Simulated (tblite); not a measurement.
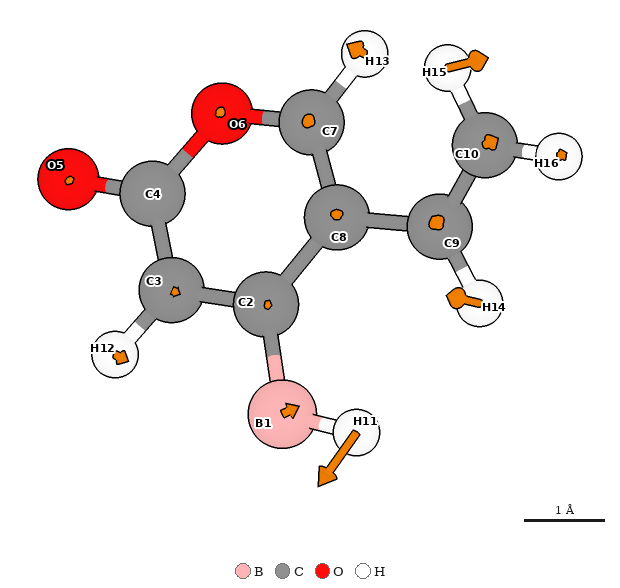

This is a relaxation of C$_{7}$H$_{6}$BO$_{2}$ (multiplicity 2). The starting structure is drawn; orange arrows show the displacements, at their true length. The two geometries are superimposed by the best rigid fit.

A ball-and-stick model, seen at a tilt.

All numbers below come from GFN2-xTB geometry optimisation, gas phase in tblite 0.8.0. 

Describe the change and its energy.

Answer. The largest move after the best rigid fit is that of H11, 0.90 Å. By element the largest moves are H 0.90 Å, C 0.26 Å, B 0.25 Å, O 0.12 Å. Near-neighbour distances that change, for instance: B1–C2 1.561 → 1.441 Å, C4–O6 1.337 → 1.395 Å, C7–C8 1.403 → 1.351 Å, C2–C8 1.413 → 1.464 Å. Bond angles that change, for instance: C2–B1–H11 122.9° → 176.5°, O6–C7–H13 118.1° → 111.6°, C8–C9–H14 119.1° → 113.2°. Groups turn about C8–C9 by about 30°. After 122 geometry steps the energy has fallen by 108.7 kJ/mol. The run took 0.91 s on 1 thread of Arm Neoverse V1, on a shared host.
